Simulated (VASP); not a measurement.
Band structure of Pt3Ti (L1_2). Level of theory: vdW-DF-cx, VASP's PBE PAW potentials (set 64) (plane waves; VASP).

Unless said otherwise, spin-orbit coupling is left out, though it shifts the bands of the heavy elements here.

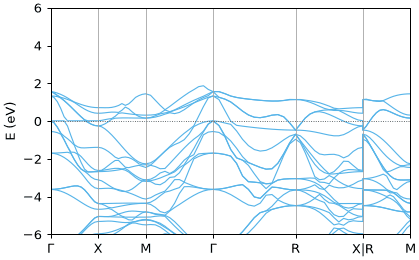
Fig. 1. Bands along high-symmetry lines, zero at the valence-band maximum or, without a gap, the Fermi level

Task: Read the plot: is there a gap, and where are the band edges?

Result: It has no gap at this level: it comes out as a metal or semimetal. (Edges off the drawn lines would not show.)

The compound is Pt3Ti in the L1_2 structure. It was relaxed first.
